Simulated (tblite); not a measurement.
Geometry relaxation, with input and output: C2H10OSi4 (part 1 of 3)

- system: C2H10OSi4, SMILES C#C[Si]([SiH3])([SiH3])O[SiH3]
- method: GFN2-xTB geometry optimisation, gas phase (tblite 0.8.0)

It belongs to a series of runs on one base structure; here: constitutional isomer.

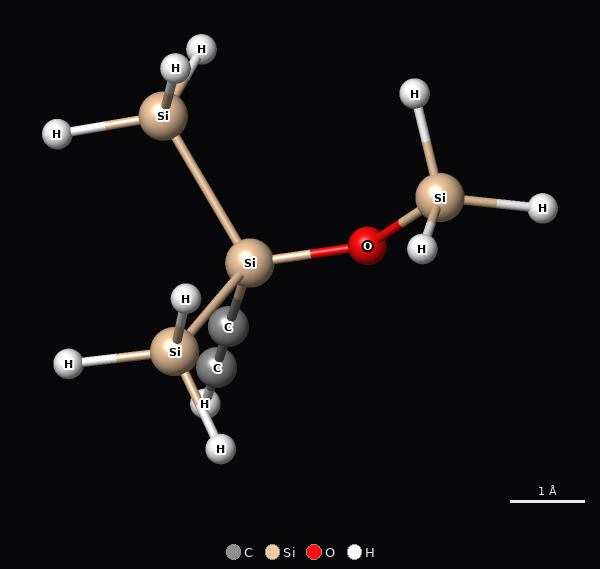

Fig. 1: The structure as given in the input (ball-and-stick view, seen at a tilt). Bond lengths as drawn: C–C 1.19 Å, C–H 1.06 Å, C–Si 1.89 Å, H–Si 1.47 to 1.49 Å, O–Si 1.65 to 1.66 Å and Si–Si 2.33 to 2.34 Å.

**Key numbers**

- outcome: converged
- total energy: −554.4461 eV
- hardware: 1 CPU thread, shared host
- wall time: 2 s
- peak memory: 0.18 GiB

**Input**
```
{"job": {"kind": "relax", "xc": "GFN2-xTB", "basis": "xTB"}, "charge": 0, "multiplicity": 1}
C     -3.053400    -0.908500    -1.606200
C     -2.041800    -0.590600    -1.072200
Si    -0.418600    -0.126300    -0.219200
Si     0.058200     2.110000    -0.693300
Si    -0.736800    -0.110900     2.088700
O      0.819700    -1.127200    -0.667900
Si     2.442500    -1.340500    -0.378100
H     -3.963200    -1.181300    -2.085900
H      0.293200     2.295900    -2.140700
H     -1.055100     2.989300    -0.242200
H      1.294100     2.500400     0.035400
H     -1.833600     0.819300     2.466500
H      0.512900     0.335100     2.759100
H     -1.062800    -1.473700     2.573100
H      2.936900    -2.490600    -1.153200
H      3.162800    -0.109800    -0.752300
H      2.638100    -1.578600     1.078300
```

The first line tells a small driver script what to run in tblite; the rest is the geometry in Å.

Run as:
```bash
OMP_NUM_THREADS=1 python <driver script> task.json out
```

**The program's output**
```
step      E/eV     max force
  0    -554.07517    2.452
  1    -554.01444    5.423
  2    -554.14869    0.728
  3    -554.17335    0.551
  4    -554.21718    1.152
  5    -554.24542    0.806
  6    -554.26678    0.341
  7    -554.28416    0.441
  8    -554.30128    0.585
  9    -554.31673    0.404
 10    -554.32786    0.234
 11    -554.33503    0.219
 12    -554.33955    0.258
 13    -554.34257    0.188
 14    -554.34593    0.128
 15    -554.35040    0.251
 16    -554.35527    0.296
 17    -554.35920    0.192
 18    -554.36172    0.121
 19    -554.36362    0.126
 20    -554.36598    0.194
 21    -554.36957    0.187
 22    -554.37473    0.196
 23    -554.38095    0.176
 24    -554.38709    0.211
 25    -554.39198    0.233
 26    -554.39503    0.182
 27    -554.39820    0.135
 28    -554.40253    0.195
 29    -554.40865    0.297
 30    -554.41451    0.264
 31    -554.41753    0.194
 32    -554.41937    0.199
 33    -554.42107    0.228
 34    -554.42283    0.187
 35    -554.42463    0.210
 36    -554.42651    0.118
 37    -554.42855    0.195
 38    -554.42935    0.165
 39    -554.43004    0.059
 40    -554.43017    0.024
 41    -554.43025    0.027
 42    -554.43039    0.060
 43    -554.43062    0.084
 44    -554.43088    0.077
 45    -554.43107    0.040
 46    -554.43117    0.018
 47    -554.43124    0.025
 48    -554.43136    0.046
 49    -554.43155    0.056
 50    -554.43181    0.056
 51    -554.43208    0.051
 52    -554.43231    0.035
 53    -554.43246    0.033
 54    -554.43257    0.032
 55    -554.43268    0.033
 56    -554.43282    0.037
 57    -554.43305    0.061
 58    -554.43337    0.066
 59    -554.43366    0.048
 60    -554.43383    0.026
 61    -554.43392    0.036
 62    -554.43404    0.055
 63    -554.43422    0.060
 64    -554.43451    0.046
 65    -554.43479    0.037
 66    -554.43500    0.037
 67    -554.43515    0.059
 68    -554.43532    0.067
 69    -554.43553    0.056
 70    -554.43583    0.047
 71    -554.43613    0.044
 72    -554.43643    0.048
 73    -554.43669    0.060
 74    -554.43692    0.056
 75    -554.43708    0.036
 76    -554.43718    0.026
 77    -554.43725    0.018
 78    -554.43733    0.029
 79    -554.43748    0.038
 80    -554.43773    0.055
 81    -554.43765    0.099
 82    -554.43814    0.041
 83    -554.43824    0.027
 84    -554.43830    0.026
 85    -554.43834    0.021
 86    -554.43847    0.043
 87    -554.43875    0.081
 88    -554.43785    0.230
 89    -554.43933    0.112
 90    -554.43979    0.080
 91    -554.43955    0.198
 92    -554.44035    0.036
 93    -554.44060    0.036
 94    -554.44036    0.199
 95    -554.44113    0.030
 96    -554.44134    0.033
 97    -554.44147    0.153
 98    -554.44203    0.090
 99    -554.44229    0.041
100    -554.44235    0.110
101    -554.44289    0.045
102    -554.44300    0.030
103    -554.44311    0.016
104    -554.44317    0.020
105    -554.44334    0.055
106    -554.44348    0.055
107    -554.44371    0.067
108    -554.44394    0.042
109    -554.44415    0.041
110    -554.44436    0.035
111    -554.44461    0.030
112    -554.44489    0.044
113    -554.44517    0.057
114    -554.44541    0.065
115    -554.44563    0.037
116    -554.44587    0.045
117    -554.44603    0.027
118    -554.44608    0.014
119    -554.44612    0.009
```

**Trajectory as extended XYZ (Å, eV, eV/Å), 28 of the 120 frames kept, from step=0 to step=119**
```
17
Properties=species:S:1:pos:R:3:forces:R:3 step=0 energy=-554.07517
C    -3.0534   -0.9085   -1.6062   -1.8050  -0.5770  -0.9770
C    -2.0418   -0.5906   -1.0722    2.2500   0.3130   0.9220
Si   -0.4186   -0.1263   -0.2192   -0.5560   0.5320   0.1720
Si    0.0582    2.1100   -0.6933    0.0850  -0.1710  -0.2660
Si   -0.7368   -0.1109    2.0887   -0.0010  -0.4200   0.0070
O     0.8197   -1.1272   -0.6679    0.8590  -0.0250   0.2210
Si    2.4425   -1.3405   -0.3781   -0.5000   0.0290   0.1360
H    -3.9632   -1.1813   -2.0859    0.3050   0.1320   0.1930
H     0.2932    2.2959   -2.1407   -0.0130   0.2340   0.2260
H    -1.0551    2.9893   -0.2422    0.3680  -0.2140  -0.1580
H     1.2941    2.5004    0.0354   -0.2860   0.0590  -0.1870
H    -1.8336    0.8193    2.4665    0.3240  -0.2660  -0.0610
H     0.5129    0.3351    2.7591   -0.3310  -0.0800  -0.0330
H    -1.0628   -1.4737    2.5731    0.0260   0.3250   0.1510
H     2.9369   -2.4906   -1.1532   -0.3490   0.2040   0.0550
H     3.1628   -0.1098   -0.7523   -0.2050  -0.1310  -0.0050
H     2.6381   -1.5786    1.0783   -0.1710   0.0580  -0.3960
17
Properties=species:S:1:pos:R:3:forces:R:3 step=4 energy=-554.21718
C    -3.0417   -0.9075   -1.6032   -0.8400  -0.2780  -0.4640
C    -2.0054   -0.6178   -1.0797    1.0860   0.0630   0.3790
Si   -0.4297   -0.0979   -0.2048    0.0150  -0.1070  -0.0340
Si    0.0669    2.0966   -0.7132    0.0250  -0.0680  -0.0610
Si   -0.7344   -0.1397    2.0866    0.0260  -0.0260  -0.1090
O     0.8397   -1.1036   -0.6430   -0.2710   0.2730   0.1480
Si    2.4252   -1.3373   -0.3702   -0.0320   0.0970  -0.0780
H    -3.9528   -1.1742   -2.0772    0.2370   0.0950   0.1430
H     0.2940    2.3209   -2.1310    0.0580   0.2130  -0.2080
H    -1.0229    2.9705   -0.2571    0.0690  -0.0310  -0.0630
H     1.2706    2.5072    0.0189    0.0220   0.0920  -0.0390
H    -1.8052    0.7946    2.4612    0.0520  -0.0800   0.0000
H     0.4845    0.3276    2.7582   -0.0240  -0.0260   0.0840
H    -1.0641   -1.4578    2.5942   -0.0790  -0.2100   0.2700
H     2.9016   -2.4731   -1.1497   -0.2390  -0.0280  -0.0880
H     3.1438   -0.1213   -0.7528   -0.0450   0.0570  -0.0430
H     2.6229   -1.5752    1.0530   -0.0600  -0.0360   0.1640
17
Properties=species:S:1:pos:R:3:forces:R:3 step=9 energy=-554.31673
C    -3.0005   -0.9139   -1.5982    0.3200   0.0050   0.1070
C    -1.9203   -0.6953   -1.1084   -0.3540  -0.0860  -0.1740
Si   -0.4407   -0.0789   -0.1887    0.1220   0.1530   0.1020
Si    0.0888    2.0854   -0.7656    0.0390   0.2590  -0.0710
Si   -0.7322   -0.1965    2.0875   -0.0690  -0.0510   0.3310
O     0.8250   -1.0427   -0.5973    0.1420  -0.1960  -0.1190
Si    2.4013   -1.3152   -0.3654    0.1720  -0.0640   0.1080
H    -3.9164   -1.1527   -2.0506   -0.1120  -0.0480  -0.0760
H     0.3131    2.4036   -2.1797    0.0320   0.0190   0.0310
H    -0.9909    2.9542   -0.2865   -0.0600   0.0290  -0.0590
H     1.2671    2.5398   -0.0077    0.0320  -0.0190  -0.1090
H    -1.7815    0.7580    2.4588   -0.0840  -0.0340   0.0130
H     0.4619    0.3100    2.7848    0.0020  -0.1120   0.0060
H    -1.0830   -1.4914    2.6857    0.0380   0.0580   0.0090
H     2.7907   -2.4681   -1.1776   -0.1840   0.0800   0.0080
H     3.1199   -0.1034   -0.7701   -0.0210  -0.0270   0.0150
H     2.5907   -1.5811    1.0692   -0.0140   0.0310  -0.1220
17
Properties=species:S:1:pos:R:3:forces:R:3 step=13 energy=-554.34257
C    -2.9839   -0.9277   -1.6030   -0.0390  -0.0380  -0.0380
C    -1.9034   -0.7133   -1.1166    0.0740   0.1280   0.1160
Si   -0.4267   -0.0656   -0.1761   -0.0020  -0.0370  -0.0170
Si    0.0972    2.1146   -0.7872   -0.0440  -0.0810   0.0400
Si   -0.7408   -0.2131    2.1231    0.0040   0.0450  -0.1230
O     0.8326   -1.0492   -0.6002   -0.0550   0.0520   0.0260
Si    2.4097   -1.3128   -0.3573   -0.0790   0.0190  -0.0530
H    -3.9122   -1.1530   -2.0509    0.0950  -0.0320   0.0010
H     0.3261    2.4332   -2.1994    0.0170   0.0160   0.0200
H    -0.9986    2.9613   -0.3043   -0.0240   0.0560  -0.0630
H     1.2809    2.5505   -0.0311    0.0410   0.0370  -0.0820
H    -1.7966    0.7456    2.4646   -0.0620  -0.0410   0.0570
H     0.4642    0.2871    2.8008    0.0080  -0.0750   0.0660
H    -1.0855   -1.5050    2.7204    0.0080   0.0040   0.0280
H     2.7314   -2.4624   -1.1903   -0.0290  -0.0220  -0.0240
H     3.1151   -0.0977   -0.7730    0.0310  -0.0390   0.0400
H     2.5836   -1.5803    1.0704    0.0550   0.0100   0.0050
17
Properties=species:S:1:pos:R:3:forces:R:3 step=18 energy=-554.36172
C    -2.9535   -0.9447   -1.6053   -0.0080   0.0380   0.0190
C    -1.8957   -0.6846   -1.0933   -0.0410   0.0110  -0.0030
Si   -0.4187   -0.0505   -0.1617   -0.0310   0.0950   0.0680
Si    0.0913    2.1224   -0.7943    0.0430   0.0840  -0.0370
Si   -0.7493   -0.2160    2.1282   -0.0020  -0.0300   0.1160
O     0.8220   -1.0417   -0.5975   -0.0150   0.0370   0.0240
Si    2.3967   -1.3140   -0.3631    0.0150  -0.0330  -0.0080
H    -3.8756   -1.1736   -2.0579    0.0210  -0.0750  -0.0470
H     0.3411    2.4591   -2.1997   -0.0370  -0.0550  -0.0310
H    -1.0104    2.9874   -0.3489    0.0440  -0.0030  -0.0160
H     1.3031    2.5728   -0.0895   -0.0320   0.0230   0.0120
H    -1.8303    0.7121    2.4919    0.0460  -0.0330   0.0120
H     0.4611    0.2332    2.8375   -0.0420   0.0210   0.0050
H    -1.0815   -1.5027    2.7512   -0.0220  -0.0160  -0.0660
H     2.6672   -2.4643   -1.2102    0.0250  -0.0390  -0.0240
H     3.1251   -0.1091   -0.7598    0.0220  -0.0010  -0.0210
H     2.6003   -1.5740    1.0626    0.0120  -0.0230  -0.0030
17
Properties=species:S:1:pos:R:3:forces:R:3 step=22 energy=-554.37473
C    -2.9407   -0.9425   -1.6019   -0.0690  -0.0340  -0.0460
C    -1.9029   -0.6494   -1.0690    0.0590   0.0450   0.0580
Si   -0.4286   -0.0096   -0.1303    0.1260  -0.0900  -0.0500
Si    0.0994    2.1470   -0.8086   -0.0250  -0.0620   0.0120
Si   -0.7533   -0.2257    2.1578    0.0090   0.0210  -0.1220
O     0.8085   -1.0159   -0.5814    0.0810   0.0870   0.1000
Si    2.3856   -1.3252   -0.3736   -0.0360   0.0570  -0.0250
H    -3.8366   -1.2197   -2.0815    0.0290  -0.0250  -0.0130
H     0.3360    2.4511   -2.2178   -0.0090  -0.0430  -0.1260
H    -1.0044    3.0104   -0.3836   -0.0180   0.0810   0.0260
H     1.3112    2.6017   -0.1201    0.0480   0.0670   0.0610
H    -1.8408    0.6816    2.5206   -0.0600   0.0810   0.0760
H     0.4489    0.2091    2.8710    0.0750   0.0710   0.0880
H    -1.0899   -1.5165    2.7446   -0.0510  -0.1890   0.0060
H     2.6399   -2.4825   -1.2323   -0.0380   0.1170   0.0860
H     3.1419   -0.1211   -0.7590   -0.0830  -0.1450  -0.0180
H     2.6187   -1.5806    1.0553   -0.0380  -0.0410  -0.1120
17
Properties=species:S:1:pos:R:3:forces:R:3 step=26 energy=-554.39503
C    -2.9145   -0.9443   -1.5985    0.1750  -0.0380   0.0330
C    -1.9074   -0.6009   -1.0324   -0.0620  -0.0190  -0.0340
Si   -0.4283    0.0432   -0.0899   -0.0810   0.0060  -0.0270
Si    0.1117    2.1792   -0.8373   -0.0190   0.0180   0.0080
Si   -0.7601   -0.2473    2.1937   -0.0310   0.0020   0.0430
O     0.8045   -0.9584   -0.5365    0.0040  -0.0370  -0.0300
Si    2.3660   -1.3327   -0.3880    0.0540   0.0000   0.0620
H    -3.7658   -1.2907   -2.1155    0.0270   0.0520   0.0400
H     0.3272    2.4346   -2.2696   -0.0040  -0.0800   0.0570
H    -0.9924    3.0596   -0.4350    0.0300   0.0470   0.0070
H     1.3279    2.6618   -0.1602   -0.0490   0.0170  -0.0330
H    -1.8620    0.6449    2.5792    0.0290   0.0070   0.0460
H     0.4363    0.1830    2.9397   -0.0710  -0.0160  -0.0030
H    -1.1115   -1.5696    2.7376    0.0460   0.0550  -0.0990
H     2.5765   -2.4860   -1.2527   -0.0510   0.0180  -0.0030
H     3.1507   -0.1616   -0.7685    0.0330   0.0580  -0.1140
H     2.6342   -1.6027    1.0239   -0.0300  -0.0910   0.0460
17
Properties=species:S:1:pos:R:3:forces:R:3 step=31 energy=-554.41753
C    -2.8298   -0.9827   -1.6013   -0.0690  -0.0120  -0.0340
C    -1.9114   -0.5249   -0.9750    0.1850  -0.0580   0.0130
Si   -0.4375    0.1189   -0.0335    0.1000   0.0250   0.0930
Si    0.1099    2.2251   -0.8636   -0.0310  -0.0010   0.0380
Si   -0.7848   -0.2606    2.2421    0.0000   0.0600  -0.0610
O     0.8011   -0.8848   -0.4790   -0.0140   0.0480   0.0350
Si    2.3495   -1.3322   -0.3903   -0.0330   0.0010  -0.0480
H    -3.6430   -1.3692   -2.1442   -0.0550  -0.0130  -0.0250
H     0.3127    2.3639   -2.3113   -0.0070  -0.0520   0.0180
H    -0.9619    3.1615   -0.5094   -0.0310   0.0220   0.0050
H     1.3295    2.7586   -0.2409    0.0220  -0.0140   0.0040
H    -1.8856    0.5954    2.6953   -0.0380   0.0190   0.0130
H     0.3840    0.1317    3.0421    0.0260  -0.0050  -0.0040
H    -1.1181   -1.6232    2.6741    0.0090  -0.0030  -0.0540
H     2.4576   -2.4789   -1.2811   -0.0240  -0.0300  -0.0320
H     3.1754   -0.2059   -0.8339   -0.0290  -0.0080   0.0250
H     2.6454   -1.6808    0.9999   -0.0110   0.0210   0.0120
17
Properties=species:S:1:pos:R:3:forces:R:3 step=35 energy=-554.42463
C    -2.8221   -0.9864   -1.6019   -0.0160   0.0200   0.0080
C    -1.8785   -0.5576   -0.9887    0.0320  -0.0170   0.0020
Si   -0.4255    0.1205   -0.0242   -0.1600  -0.0220  -0.1350
Si    0.1019    2.2246   -0.8529    0.0160   0.0380   0.0060
Si   -0.7874   -0.2478    2.2342   -0.0090  -0.0070   0.1040
O     0.8062   -0.8778   -0.4715    0.0200   0.0000   0.0070
Si    2.3500   -1.3312   -0.3913    0.0360  -0.0600   0.0130
H    -3.6540   -1.3555   -2.1374    0.0980   0.0270   0.0500
H     0.3096    2.3422   -2.3019   -0.0190  -0.0270   0.0250
H    -0.9646    3.1676   -0.5001   -0.0260   0.0100  -0.0080
H     1.3262    2.7539   -0.2347    0.0190   0.0000   0.0020
H    -1.8862    0.6068    2.6983   -0.0230  -0.0050  -0.0040
H     0.3834    0.1373    3.0354    0.0210  -0.0010   0.0070
H    -1.1117   -1.6193    2.6496   -0.0020   0.0330  -0.0410
H     2.4477   -2.4784   -1.2841   -0.0120  -0.0180  -0.0190
H     3.1655   -0.2016   -0.8425    0.0070  -0.0120   0.0390
H     2.6325   -1.6851    1.0040    0.0160   0.0420  -0.0560
17
Properties=species:S:1:pos:R:3:forces:R:3 step=40 energy=-554.43017
C    -2.7884   -0.9920   -1.5972    0.0090  -0.0070  -0.0030
C    -1.8611   -0.5460   -0.9734   -0.0060   0.0030  -0.0010
Si   -0.4339    0.1571   -0.0006    0.0060  -0.0050   0.0090
Si    0.0988    2.2516   -0.8554    0.0020  -0.0070   0.0050
Si   -0.7980   -0.2425    2.2604    0.0070   0.0030  -0.0120
O     0.8081   -0.8366   -0.4379    0.0070   0.0050   0.0050
Si    2.3369   -1.3426   -0.4029    0.0030   0.0000   0.0020
H    -3.5934   -1.3896   -2.1470   -0.0100   0.0020  -0.0010
H     0.2974    2.3002   -2.3082   -0.0160   0.0050  -0.0050
H    -0.9622    3.2140   -0.5361   -0.0050  -0.0070  -0.0010
H     1.3348    2.7909   -0.2704    0.0010  -0.0010   0.0140
H    -1.9087    0.5839    2.7478   -0.0030  -0.0030  -0.0070
H     0.3703    0.1117    3.0792    0.0050   0.0120  -0.0030
H    -1.1146   -1.6327    2.6070   -0.0160   0.0050  -0.0020
H     2.3908   -2.4858   -1.3065   -0.0230   0.0060  -0.0010
H     3.1731   -0.2281   -0.8514    0.0190  -0.0060   0.0010
H     2.6430   -1.7018    0.9827    0.0190  -0.0060  -0.0010
17
Properties=species:S:1:pos:R:3:forces:R:3 step=44 energy=-554.43088
C    -2.7792   -0.9970   -1.5985   -0.0520  -0.0150  -0.0270
C    -1.8586   -0.5436   -0.9710    0.0610   0.0240   0.0400
Si   -0.4324    0.1615    0.0056   -0.0310   0.0140  -0.0400
Si    0.0993    2.2539   -0.8554   -0.0060   0.0020  -0.0050
Si   -0.7977   -0.2414    2.2619   -0.0150  -0.0050   0.0350
O     0.8127   -0.8269   -0.4293   -0.0050   0.0040   0.0030
Si    2.3367   -1.3433   -0.4038    0.0350  -0.0080   0.0080
H    -3.5861   -1.3931   -2.1477    0.0130   0.0020   0.0050
H     0.2887    2.2978   -2.3101    0.0000   0.0010   0.0060
H    -0.9625    3.2175   -0.5437   -0.0070  -0.0040   0.0120
H     1.3352    2.7965   -0.2717   -0.0090  -0.0060   0.0010
H    -1.9125    0.5775    2.7524    0.0030   0.0100  -0.0110
H     0.3687    0.1117    3.0852   -0.0070   0.0020  -0.0100
H    -1.1223   -1.6317    2.6014    0.0020   0.0020   0.0000
H     2.3673   -2.4832   -1.3109   -0.0070  -0.0120  -0.0120
H     3.1825   -0.2363   -0.8526    0.0140  -0.0020  -0.0060
H     2.6533   -1.7076    0.9782    0.0100  -0.0090   0.0010
17
Properties=species:S:1:pos:R:3:forces:R:3 step=48 energy=-554.43136
C    -2.7813   -0.9965   -1.5988    0.0250   0.0210   0.0240
C    -1.8560   -0.5479   -0.9732   -0.0340  -0.0180  -0.0260
Si   -0.4330    0.1600    0.0014    0.0200  -0.0100   0.0260
Si    0.0975    2.2528   -0.8529   -0.0110   0.0010   0.0020
Si   -0.7983   -0.2387    2.2616   -0.0050   0.0050  -0.0290
O     0.8173   -0.8260   -0.4271    0.0160   0.0060   0.0090
Si    2.3420   -1.3445   -0.4031   -0.0130  -0.0040  -0.0070
H    -3.5903   -1.3894   -2.1460   -0.0010  -0.0070  -0.0060
H     0.2837    2.2970   -2.3071    0.0100   0.0110  -0.0060
H    -0.9660    3.2130   -0.5379   -0.0070   0.0040   0.0110
H     1.3323    2.7915   -0.2638   -0.0070   0.0000  -0.0080
H    -1.9126    0.5828    2.7463   -0.0070   0.0160   0.0030
H     0.3703    0.1186    3.0792   -0.0090  -0.0050   0.0010
H    -1.1258   -1.6284    2.5981    0.0050  -0.0030   0.0140
H     2.3640   -2.4842   -1.3126    0.0040   0.0040   0.0040
H     3.1894   -0.2382   -0.8524    0.0080  -0.0110  -0.0050
H     2.6601   -1.7099    0.9786    0.0080  -0.0090  -0.0060
17
Properties=species:S:1:pos:R:3:forces:R:3 step=53 energy=-554.43246
C    -2.7715   -0.9968   -1.5961   -0.0070  -0.0240  -0.0220
C    -1.8464   -0.5486   -0.9709    0.0250   0.0080   0.0120
Si   -0.4297    0.1681    0.0092   -0.0180  -0.0040  -0.0050
Si    0.0865    2.2590   -0.8556    0.0030   0.0050   0.0010
Si   -0.8104   -0.2364    2.2626   -0.0030   0.0020   0.0290
O     0.8363   -0.8019   -0.4024    0.0040   0.0050   0.0040
Si    2.3495   -1.3513   -0.4063    0.0050  -0.0080  -0.0060
H    -3.5727   -1.3990   -2.1488   -0.0030   0.0090   0.0070
H     0.2761    2.3017   -2.3099   -0.0060   0.0100   0.0010
H    -0.9753    3.2192   -0.5354   -0.0110   0.0020   0.0010
H     1.3221    2.7978   -0.2707    0.0090   0.0130   0.0020
H    -1.9217    0.5902    2.7496    0.0040  -0.0070  -0.0100
H     0.3568    0.1166    3.0844   -0.0070  -0.0020   0.0020
H    -1.1343   -1.6281    2.5995   -0.0050   0.0200   0.0030
H     2.3236   -2.4840   -1.3239    0.0230  -0.0090  -0.0010
H     3.2165   -0.2625   -0.8617   -0.0060  -0.0100  -0.0110
H     2.6878   -1.7319    0.9665   -0.0060  -0.0110  -0.0070
```
